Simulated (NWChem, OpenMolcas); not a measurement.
**How methods differ on CH5FOSi (SMILES CO[SiH2]F)**

CH5FOSi has 9 atoms, charge 0, and is taken as a singlet. SMILES: `CO[SiH2]F`. The coordinates come from a PBE0-D4/def2-TZVP relaxation. This is one conformer, not always the lowest.

Each level gives the HOMO–LUMO gap (eV). The values are calculated.

```tsv
level	kind	program	value (eV)	CPU time
HF/def2-SVP	Hartree–Fock	NWChem	17.36	9.2 s
PBE/def2-SVP	GGA	OpenMolcas	7.58	39 s
M06-L/def2-SVP	meta-GGA	OpenMolcas	8.55	54 s
TPSS/def2-SVP	meta-GGA	OpenMolcas	8.00	56 s
B3LYP/def2-SVP	global hybrid	OpenMolcas	9.62	46 s
M06-2X/def2-SVP	hybrid meta-GGA	OpenMolcas	12.49	56 s
PBE0/def2-SVP	global hybrid	OpenMolcas	10.16	40 s
B2PLYP/def2-SVP	double hybrid	OpenMolcas	12.84	26 s
```

The values span 7.58 to 17.36 eV. Orbital gaps aren't excitation energies, and those of double hybrids come from the SCF part alone; they tend to grow with the share of exact exchange. CPU times are rough (shared hosts, several kinds of processor and program).

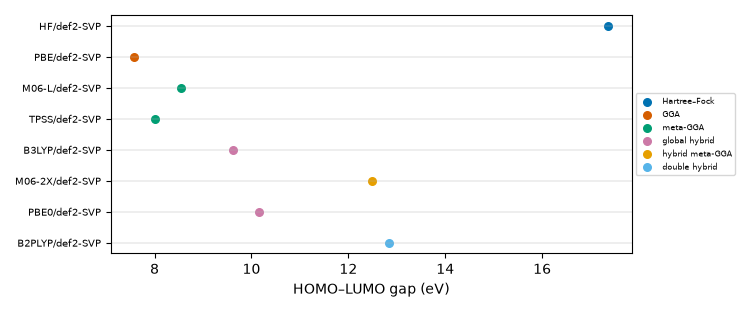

The values of the table, level by level.
